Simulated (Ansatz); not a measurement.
# LiMgBr3 (model cell, started as cubic perovskite with Mg in the octahedra): a soft mode frozen in, part 2 of 3

Aim: this structure of LiMgBr3 (model cell, started as cubic perovskite with Mg in the octahedra) is to be tested for unstable modes, and one is followed downhill.

Ansatz 0.2.0; DFT PBEsol, scalar-relativistic, plane waves, PAW; PAW set soft_1.

So far, highest frequency on the path or at a solved wavevector (cm⁻¹): step 2 (the dispersion) 308. Also lowest frequency on the path (cm⁻¹): step 2 -176.

The structure was built from a prototype and need not be the compound's stable phase.

### Step 5. Energy along the mode, all amplitudes (two of the runs are shown above)

An imaginary frequency means negative curvature, so the energy should fall and then rise again as anharmonic terms take over.

This step gave:

* depth at the lowest point sampled: 26.83 meV/atom
* largest atomic shift at that point: 0.6 Å

Table of energy from the parent by largest atomic shift:

| largest atomic shift (Å) | energy from the parent (meV/atom) |
| --- | --- |
| 0.000 | 0 |
| 0.040 | -0.129 |
| 0.080 | -0.514 |
| 0.140 | -1.57 |
| 0.220 | -3.86 |
| 0.320 | -8.08 |
| 0.450 | -15.6 |
| 0.600 | -26.8 |

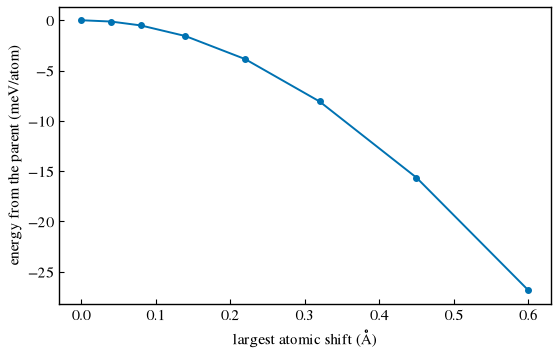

Energy from the parent, plotted against largest atomic shift.

Displacement at unit largest shift by atom:

| atom | x (Å) | y (Å) | z (Å) | size |
| --- | --- | --- | --- | --- |
| Li1 | 0.000 | -0.707 | 0.707 | 1.000 |
| Li2 | 0.000 | 0.707 | -0.707 | 1.000 |
| Mg3 | 0.000 | 0.000 | 0.000 | 0.000 |
| Mg4 | 0.000 | 0.000 | 0.000 | 0.000 |
| Br5 | 0.035 | 0.000 | 0.000 | 0.035 |
| Br6 | -0.035 | 0.000 | 0.000 | 0.035 |
| Br7 | -0.035 | 0.000 | 0.000 | 0.035 |
| Br8 | 0.035 | 0.000 | 0.000 | 0.035 |
| Br9 | 0.000 | -0.035 | 0.035 | 0.049 |
| Br10 | 0.000 | 0.035 | -0.035 | 0.049 |

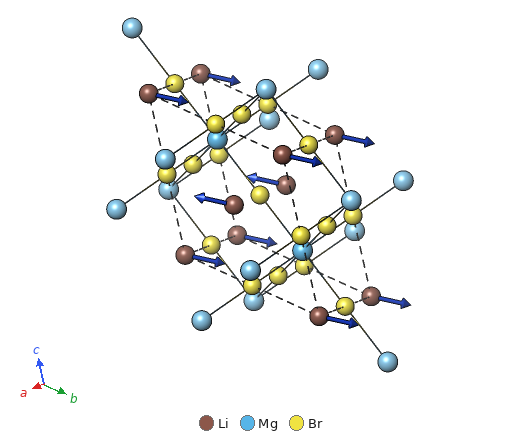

Displacement at unit largest shift as arrows, the longest 1.000 Å. Some periodic images of atoms are drawn too.

The lowest of the steps tried is the last one, at 0.6 Å, 26.8 meV/atom below the parent; the bottom of the well need not coincide with a step.

### Step 6. Relaxation from the frozen mode

Starting from the lowest point found, all atoms and the cell are let go, so that strain and other modes of the same symmetry can join in.

Input file input.yaml:

```yaml
crystal:
  lattice:
    - [5.2123358958, 5.2123358958, 0.0]
    - [5.2123358958, 0.0, 5.2123358958]
    - [5.2123358958, 0.0, -5.2123358958]
  atoms:
    - { symbol: Li, position: [-0.0813961489, 0.0813961489, 0.0] }
    - { symbol: Li, position: [0.0813961489, 0.4186038511, 0.5] }
    - { symbol: Mg, position: [0.5, 0.25, 0.75] }
    - { symbol: Mg, position: [0.5, 0.75, 0.25] }
    - { symbol: Br, position: [0.5, 0.0020135132, 0.0020135132] }
    - { symbol: Br, position: [0.5, 0.4979864868, 0.4979864868] }
    - { symbol: Br, position: [0.0, 0.4979864868, -0.0020135132] }
    - { symbol: Br, position: [0.0, 0.0020135132, 0.5020135132] }
    - { symbol: Br, position: [0.4959729736, 0.0040270264, 0.5] }
    - { symbol: Br, position: [0.5040270264, 0.4959729736, 0.0] }
kpoints:
  mp_grid: { grid: [4, 4, 4] }
hamiltonian:
  xc: pbesol
  pseudopotentials: { kind: paw, azcp: { folder: soft_1 }, xc_functional: pbe }
scf:
  occupations: { method: fixed }
output:
  forces: true
  stress: true
  eigenvalues: true
relax:
  adjacent_minimum: "off"
  f_tol: 0.002
  max_steps: 120
  cell: { stress_tol: 0.03 }
```

Run with:

```
> ansatz run input.yaml --threads 8 --pin off --max-ram 16384MiB --backend cpu --events-out ev --progress --plain --runs-dir out
```

Numbers of over 12 decimals in the logs are rounded to 6 here.

Log:

```text
[...]
Crystal: 10 atoms, lattice volume = 283.222 Å³
Basis set: ecut = 420 eV, 5577 PW (Γ), exchange–correlation on 100×100×100 points (8 copies of the dense FFT grid, shifted against one another)
Bands: 44, of which v1, the nominal top of the filled ones, is band 34 counted from 1 (33 counted from 0)
Symmetry: 8 space group operations
[...]
k-points: 18 of 64
[...]
SCF iter   1: F=—  HF=-20662.587551 eV  |F-HF|=—  |Δ(HF+E_count)|=         —  Δρ=3.55e-2  dr2=2.83e0  ethr=3.10e-3  ⟨swp⟩=4.7  Hψ=3031  notcnv=0  defer=121
[...]
SCF iter   8: F=-20661.669828 eV  HF=-20661.669828 eV  |F-HF|=3.82e-8  |Δ(HF+E_count)|=   7.92e-7  Δρ=1.95e-6  dr2=2.00e-8  ethr=1.47e-10  ⟨swp⟩=15.4  Hψ=4946  notcnv=0
SCF 1 converged in 8 iterations: F = -20661.669828 eV  dr2 = 2.00e-8
[...]
relax step   1: F+E_penalty+E_count = -20661.66982804 eV  Δ(F+E_penalty+E_count) = +0.000e0 eV  max|allowed force component| = 2.726e-1 eV/Å  Δτ_max = 0.0000 Å  P = +0.099 GPa  Ω = 283.222 Å³  (8 SCF iters, dr2 threshold 1.00e-7 eV, accepted)
Crystal: 10 atoms, lattice volume = 287.407 Å³
Basis set: ecut = 420 eV, 5645 PW (Γ), exchange–correlation on 100×100×100 points (8 copies of the dense FFT grid, shifted against one another)
[...]
iter 1 solved again at ethr=8.48e-5 eV; its pass at ethr=3.10e-3 eV (dr2=5.77e-2 eV) is discarded
[...]
SCF iter   5: F=-20661.898740 eV  HF=-20661.898739 eV  |F-HF|=4.95e-7  |Δ(HF+E_count)|=   2.76e-5  Δρ=1.46e-5  dr2=9.09e-7  ethr=1.47e-9  ⟨swp⟩=14.3  Hψ=4958  notcnv=0
SCF 2 converged in 5 iterations: F = -20661.898740 eV  dr2 = 9.09e-7
relax step   2: F+E_penalty+E_count = -20661.89873971 eV  Δ(F+E_penalty+E_count) = -2.289e-1 eV  max|allowed force component| = 3.236e-1 eV/Å  Δτ_max = 0.1949 Å  P = -0.106 GPa  Ω = 287.407 Å³  energy of the carried Pulay correction = -2.388e-4 eV  (5 SCF iters, dr2 threshold 1.00e-6 eV, accepted)
Crystal: 10 atoms, lattice volume = 290.968 Å³
Basis set: ecut = 420 eV, 5717 PW (Γ), exchange–correlation on 100×100×100 points (8 copies of the dense FFT grid, shifted against one another)
[...]
SCF iter   5: F=-20662.086393 eV  HF=-20662.086393 eV  |F-HF|=3.99e-7  |Δ(HF+E_count)|=   1.79e-5  Δρ=1.06e-5  dr2=4.98e-7  ethr=1.47e-9  ⟨swp⟩=15.2  Hψ=5080  notcnv=0
SCF 3 converged in 5 iterations: F = -20662.086393 eV  dr2 = 4.98e-7
relax step   3: F+E_penalty+E_count = -20662.08639306 eV  Δ(F+E_penalty+E_count) = -1.877e-1 eV  max|allowed force component| = 2.554e-1 eV/Å  Δτ_max = 0.1916 Å  P = -0.079 GPa  Ω = 290.968 Å³  energy of the carried Pulay correction = -4.393e-4 eV  (5 SCF iters, dr2 threshold 1.00e-6 eV, accepted)
[... from here on, the SCF cycles and remarks between the steps are left out ...]
relax step   4: F+E_penalty+E_count = -20662.20189859 eV  Δ(F+E_penalty+E_count) = -1.155e-1 eV  max|allowed force component| = 3.572e-1 eV/Å  Δτ_max = 0.1951 Å  P = +0.110 GPa  Ω = 293.406 Å³  energy of the carried Pulay correction = -5.751e-4 eV  (5 SCF iters, dr2 threshold 1.00e-6 eV, accepted)
relax step   5: F+E_penalty+E_count = -20662.47626764 eV  Δ(F+E_penalty+E_count) = -2.744e-1 eV  max|allowed force component| = 4.062e-1 eV/Å  Δτ_max = 0.2000 Å  P = -0.229 GPa  Ω = 296.620 Å³  energy of the carried Pulay correction = -7.524e-4 eV  (5 SCF iters, dr2 threshold 1.00e-6 eV, accepted)
relax step   6: F+E_penalty+E_count = -20662.82141924 eV  Δ(F+E_penalty+E_count) = -3.452e-1 eV  max|allowed force component| = 4.386e-1 eV/Å  Δτ_max = 0.2000 Å  P = -0.194 GPa  Ω = 293.375 Å³  energy of the carried Pulay correction = -5.734e-4 eV  (5 SCF iters, dr2 threshold 1.00e-6 eV, accepted)
relax step   7: F+E_penalty+E_count = -20663.04683378 eV  Δ(F+E_penalty+E_count) = -2.254e-1 eV  max|allowed force component| = 2.075e-1 eV/Å  Δτ_max = 0.1944 Å  P = -0.410 GPa  Ω = 288.796 Å³  energy of the carried Pulay correction = -3.173e-4 eV  (5 SCF iters, dr2 threshold 1.00e-6 eV, accepted)
relax step   8: F+E_penalty+E_count = -20663.15806796 eV  Δ(F+E_penalty+E_count) = -1.112e-1 eV  max|allowed force component| = 8.780e-2 eV/Å  Δτ_max = 0.2000 Å  P = +0.196 GPa  Ω = 275.541 Å³  energy of the carried Pulay correction = +4.476e-4 eV  (6 SCF iters, dr2 threshold 1.00e-6 eV, accepted)
relax step   9: F+E_penalty+E_count = -20663.16799866 eV  Δ(F+E_penalty+E_count) = -9.931e-3 eV  max|allowed force component| = 3.949e-2 eV/Å  Δτ_max = 0.1077 Å  P = -0.245 GPa  Ω = 275.796 Å³  energy of the carried Pulay correction = +4.326e-4 eV  (5 SCF iters, dr2 threshold 4.82e-7 eV, accepted)
relax step  10: F+E_penalty+E_count = -20663.17243398 eV  Δ(F+E_penalty+E_count) = -4.435e-3 eV  max|allowed force component| = 1.562e-3 eV/Å  Δτ_max = 0.0230 Å  P = +0.001 GPa  Ω = 274.256 Å³  energy of the carried Pulay correction = +5.237e-4 eV  (5 SCF iters, dr2 threshold 4.13e-7 eV, accepted)
relax step  11: F+E_penalty+E_count = -20663.17242448 eV  Δ(F+E_penalty+E_count) = +9.496e-6 eV  max|allowed force component| = 3.950e-3 eV/Å  Δτ_max = 0.0023 Å  P = +0.004 GPa  Ω = 274.346 Å³  energy of the carried Pulay correction = +5.184e-4 eV  (6 SCF iters, rejected (line search))
relax step  12: F+E_penalty+E_count = -20663.17243656 eV  Δ(F+E_penalty+E_count) = -2.579e-6 eV  max|allowed force component| = 6.062e-4 eV/Å  Δτ_max = 0.0011 Å  P = -0.001 GPa  Ω = 274.318 Å³  energy of the carried Pulay correction = +5.201e-4 eV  (6 SCF iters, accepted)
[...]
SCF iter   4: F=-20663.171967 eV  HF=-20663.171967 eV  |F-HF|=7.53e-10  |Δ(HF+E_count)|=   4.04e-8  Δρ=1.47e-7  dr2=1.98e-11  ethr=1.00e-12  ⟨swp⟩=19.1  Hψ=5609  notcnv=0
SCF 13 converged in 4 iterations: F = -20663.171967 eV  dr2 = 1.98e-11
relax step  13: F+E_penalty+E_count = -20663.17196666 eV  Δ(F+E_penalty+E_count) = +4.699e-4 eV  max|allowed force component| = 5.764e-4 eV/Å  Δτ_max = 0.0000 Å  P = -0.001 GPa  Ω = 274.318 Å³  stress off target by 1.77e-3 GPa  SCF on the basis re-selected at this cell (its energy is not comparable with the rows above)  (4 SCF iters)
basis re-selected at this cell: Δ(F+E_penalty+E_count) = +4.699e-4 eV, ΔP = -0.000 GPa vs the last step (what re-selecting the basis moved, of the pressure what is left beyond the Pulay correction that the steps carried, after the strain that the cell walked since its last selection, with what the two solves' SCF thresholds leave and, on support functions, any second-order correction that the steps lacked; it is no m [...]
SCF converged after 4 iterations
Free energy (F): -20663.171967 eV
[...]
Internal energy: -20663.171967 eV  (E = F + TS)
E sigma→0 (E₀):  -20663.171967 eV
Fermi energy:    1.522321 eV
[...]
--- Forces (eV/Å), atoms counted from 1 ---
  atom   1  Li    -0.00000000    -0.00034404     0.00034404
  atom   2  Li     0.00000000     0.00034404    -0.00034404
  atom   3  Mg     0.00000000     0.00000000     0.00000000
  atom   4  Mg     0.00000000    -0.00000000     0.00000000
  atom   5  Br     0.00008133    -0.00000000     0.00000000
  atom   6  Br    -0.00008133    -0.00000000    -0.00000000
  atom   7  Br    -0.00008133    -0.00000000    -0.00000000
  atom   8  Br     0.00008133     0.00000000     0.00000000
  atom   9  Br    -0.00000000    -0.00057640     0.00057640
  atom  10  Br     0.00000000     0.00057640    -0.00057640
  max |Σ_I F_I| component: 5.20e-18 eV/Å
--- Stress (GPa, compression-positive) ---
        0.000849       0.000000       0.000000
        0.000000      -0.001623       0.000148
        0.000000       0.000148      -0.001623
  P = ⅓ Tr σ = -0.0008 GPa (-0.008 kbar)
--- Band table (eV; the first three rows and the last of 18) ---
  k-point 0: bands = [... 30 lower, 1.1843, 1.1999, 1.4066, 1.5223, 4.9040, 6.7402, 7.0992, 7.3658, ... 6 higher]
  k-point 1: bands = [... 30 lower, 1.1047, 1.1482, 1.2815, 1.3889, 5.5347, 7.0956, 7.5056, 7.9167, ... 6 higher]
  k-point 2: bands = [... 30 lower, 0.9818, 0.9818, 1.3053, 1.3053, 6.6757, 6.6757, 8.0620, 8.0620, ... 6 higher]
  k-point 17: bands = [... 30 lower, 0.6707, 0.9678, 1.0485, 1.4200, 6.3317, 7.1895, 7.7149, 8.1159, ... 6 higher]
--- Relaxed structure (12 steps of the walk, 11 accepted, 1 SCFs on fresh bases) ---
  F+E_penalty+E_count = -20663.17196666 eV   max|allowed force component| = 5.764e-4 eV/Å   (the final SCF, on the basis selected at the relaxed cell)
  cell:  # Å, volume = 274.3176 Å³
    - [5.074380, 5.199178, -0.042282]
    - [5.074380, -0.042282, 5.199178]
    - [5.074380, 0.042282, -5.199178]
  atoms:
    - { symbol: Li, position: [-0.224245, 0.224245, 0.0] }
    - { symbol: Li, position: [0.224245, 0.275755, 0.5] }
    - { symbol: Mg, position: [0.5, 0.250000, 0.750000] }
    - { symbol: Mg, position: [0.5, 0.75, 0.250000] }
    - { symbol: Br, position: [0.500000, 0.063728, 0.063728] }
    - { symbol: Br, position: [0.500000, 0.436272, 0.436272] }
    - { symbol: Br, position: [0.0, 0.436272, -0.063728] }
    - { symbol: Br, position: [0.0, 0.063728, 0.563728] }
    - { symbol: Br, position: [0.596945, -0.096945, 0.5] }
    - { symbol: Br, position: [0.403055, 0.596945, -5.551115123125783e-17] }
```

The job ended after 21 s (8 threads of Arm Neoverse V2, shared host; peak memory 0.97 GiB; 2.5 min of CPU time).

Relaxation path:

| step | energy less that of the first step (eV) | largest force component (eV/Å) | pressure (GPa) | volume (Å³) |
| --- | --- | --- | --- | --- |
| 1 | 0.0000 | 0.2726 | 0.10 | 283.22 |
| 2 | -0.2289 | 0.3236 | -0.11 | 287.41 |
| 3 | -0.4166 | 0.2554 | -0.08 | 290.97 |
| 4 | -0.5321 | 0.3572 | 0.11 | 293.41 |
| 5 | -0.8064 | 0.4062 | -0.23 | 296.62 |
| 6 | -1.1516 | 0.4386 | -0.19 | 293.38 |
| 7 | -1.3770 | 0.2075 | -0.41 | 288.80 |
| 8 | -1.4882 | 0.0878 | 0.20 | 275.54 |
| 9 | -1.4982 | 0.0395 | -0.25 | 275.80 |
| 10 | -1.5026 | 0.0016 | 0.00 | 274.26 |
| 11 | -1.5026 | 0.0040 | 0.00 | 274.35 |
| 12 | -1.5026 | 0.0006 | 0.00 | 274.32 |
| 13* | -1.5021 | 0.0006 | 0.00 | 274.32 |

Relaxation steps marked * repeat the geometry before them on a plane-wave basis chosen anew for their cell, so energy and pressure can jump there. Relaxation step 11 was tried and not accepted.

Forces are held to the 8 operations that the run works with; a distortion that breaks them can't arise in this run.

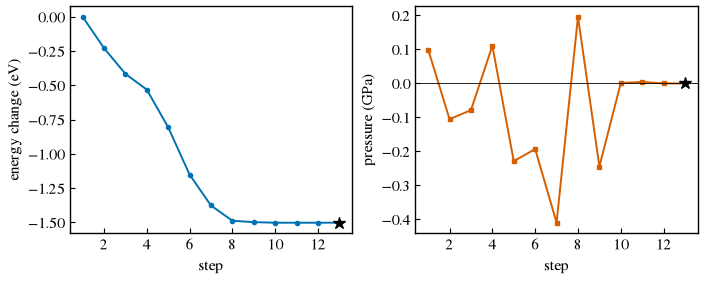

Energy and pressure along the relaxation. Stars mark steps on a basis chosen anew.

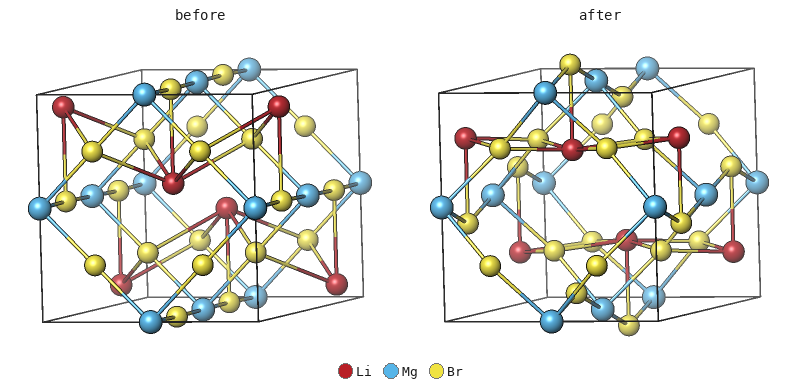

The structure before and after the relaxation, drawn at the same scale.

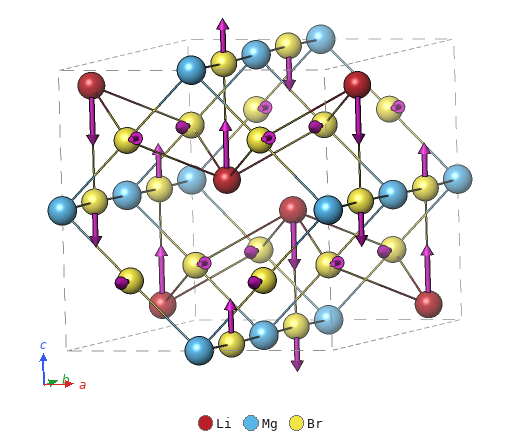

Displacements in the relaxation, exaggerated, measured against the changing cell; the longest in the cell stands for 1.06 Å. Some periodic images of atoms are drawn too.

| conventional cell, symmetrised | before | after | change |
| --- | --- | --- | --- |
| a (Å) | 7.371 | 7.293 | -1.1 % |
| b (Å) | 10.425 | 10.149 | -2.6 % |
| c (Å) | 7.371 | 7.413 | +0.6 % |
| volume (Å³/atom) | 28.32 | 27.43 | -3.1 % |

The atoms that moved most (Å, as changes of fractional coordinates times the final cell):

| atom | dx | dy | dz | length |
| --- | --- | --- | --- | --- |
| Li1 | 0.000 | -0.749 | 0.749 | 1.059 |
| Li2 | 0.000 | 0.749 | -0.749 | 1.059 |
| Br9 | 0.000 | 0.529 | -0.529 | 0.748 |
| Br10 | 0.000 | -0.529 | 0.529 | 0.748 |
| Br5 | 0.626 | 0.000 | 0.000 | 0.626 |
| Br8 | 0.626 | 0.000 | 0.000 | 0.626 |
| Br7 | -0.626 | 0.000 | 0.000 | 0.626 |
| Br6 | -0.626 | 0.000 | 0.000 | 0.626 |

Final coordinates:

```cif
data_structure
_symmetry_space_group_name_H-M 'P 1'
_symmetry_Int_Tables_number 1
_cell_length_a 7.2652
_cell_length_b 7.2652
_cell_length_c 7.2652
_cell_angle_alpha 91.394
_cell_angle_beta 60.253
_cell_angle_gamma 61.347
_cell_volume 274.32
loop_
_atom_site_label
_atom_site_type_symbol
_atom_site_fract_x
_atom_site_fract_y
_atom_site_fract_z
_atom_site_occupancy
Li1 Li 0.77576 0.22424 0.00000 1
Li2 Li 0.22424 0.27576 0.50000 1
Mg3 Mg 0.50000 0.25000 0.75000 1
Mg4 Mg 0.50000 0.75000 0.25000 1
Br5 Br 0.50000 0.06373 0.06373 1
Br6 Br 0.50000 0.43627 0.43627 1
Br7 Br 0.00000 0.43627 0.93627 1
Br8 Br 0.00000 0.06373 0.56373 1
Br9 Br 0.59694 0.90306 0.50000 1
Br10 Br 0.40306 0.59694 0.00000 1
```

Numbers from this step:

| Quantity | Value |
| --- | --- |
| pressure | -7.99e-4 GPa |
| gap on the k-mesh | 3.382 eV |
| volume per atom | 27.43 Å³ |

The distorted start has space group Imma; the relaxation ends in Imma.

### Step 7. The new phase in its own primitive cell

The relaxed structure is symmetrised, reduced to its primitive cell and relaxed tightly, as its phonons need.

input.yaml, the sections that differ from step 6:

```yaml
crystal:
  lattice:
    - [-3.6464763708, 5.074380218, 3.7062717485]
    - [3.6464763708, -5.074380218, 3.7062717485]
    - [3.6464763708, 5.074380218, -3.7062717485]
  atoms:
    - { symbol: Li, position: [0.9742449962, 0.2242449962, 0.75] }
    - { symbol: Li, position: [0.0257550038, 0.7757550038, 0.25] }
    - { symbol: Mg, position: [0.5, 0.5, 0.0] }
    - { symbol: Mg, position: [0.0, 0.5, 0.5] }
    - { symbol: Br, position: [0.1862718139, 0.0, 0.6862718139] }
    - { symbol: Br, position: [0.8137281861, 0.0, 0.3137281861] }
    - { symbol: Br, position: [0.8137281861, 0.5, 0.8137281861] }
    - { symbol: Br, position: [0.1862718139, 0.5, 0.1862718139] }
    - { symbol: Br, position: [0.6530554501, 0.4030554501, 0.25] }
    - { symbol: Br, position: [0.3469445499, 0.5969445499, 0.75] }
relax:
  adjacent_minimum: "off"
  f_tol: 0.001
  max_steps: 60
  cell: { stress_tol: 0.01 }
# kpoints, hamiltonian, scf, output: as in step 6
```

Log:

```text
[...]
Crystal: 10 atoms, lattice volume = 274.318 Å³
Basis set: ecut = 420 eV, 5353 PW (Γ), exchange–correlation on 100×100×100 points (8 copies of the dense FFT grid, shifted against one another)
Bands: 44, of which v1, the nominal top of the filled ones, is band 34 counted from 1 (33 counted from 0)
Symmetry: 8 space group operations
[...]
k-points: 18 of 64
[...]
- { symbol: Mg, position: [0.5, 0.5, 0.0] }
    - { symbol: Mg, position: [0.0, 0.5, 0.5] }
    - { symbol: Br, position: [0.186272, 0.0, 0.686272] }
    - { symbol: Br, position: [0.8137281861, 0.0, 0.3137281861] }
    - { symbol: Br, position: [0.813728, 0.500000, 0.8137281861] }
    - { symbol: Br, position: [0.186272, 0.5, 0.186272] }
    - { symbol: Br, position: [0.653055, 0.403055, 0.25] }
    - { symbol: Br, position: [0.346945, 0.5969445499, 0.75] }
[key lines of the parts left out:]
SCF converged after 5 iterations
Free energy (F): -20663.171967 eV
Fermi energy:    1.522321 eV
P = ⅓ Tr σ = -0.0008 GPa (-0.008 kbar)
```

Wall time 3.6 s (8 threads); peak memory 0.96 GiB.

Little changed from the start: no atom moved by 0.005 Å and no cell edge by 0.1 %.

Numbers from this step:

```yaml
direct_gap_on_mesh: 3.382 eV
```

The largest force component left is 0.82 meV/Å and the pressure is -0.001 GPa, within the tolerances set. The cell now holds 27.43 Å³/atom.

[end of part 2 of 3]

[Logs are printed without paths, hosts, clocks, repeated set-up lines and the standing remarks that a program may print on its own settings, such as how far it seeks lower states.]

[Hosts, paths, dates, database ids (printed as entryN), source tags and the programs' standing remarks are cut or masked in the printed files.]
